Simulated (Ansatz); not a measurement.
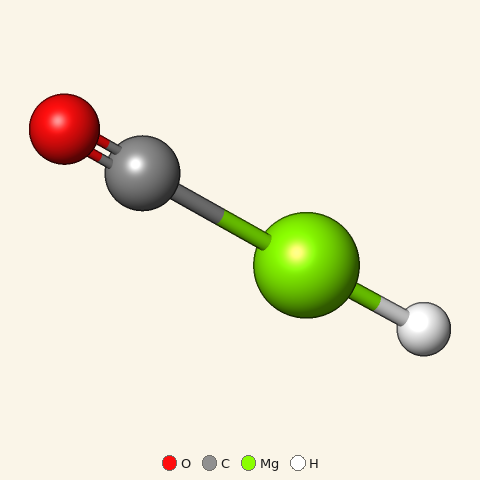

Charge +1, singlet. Computed geometry: PBE0-D4/def2-TZVP optimisation. No frequency run is at hand to confirm it as a minimum.

Draw it as a skeletal formula.

SMILES: O=[C+][MgH]

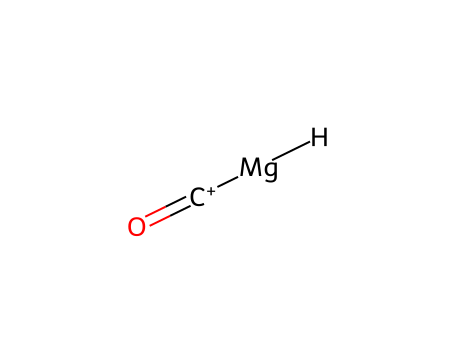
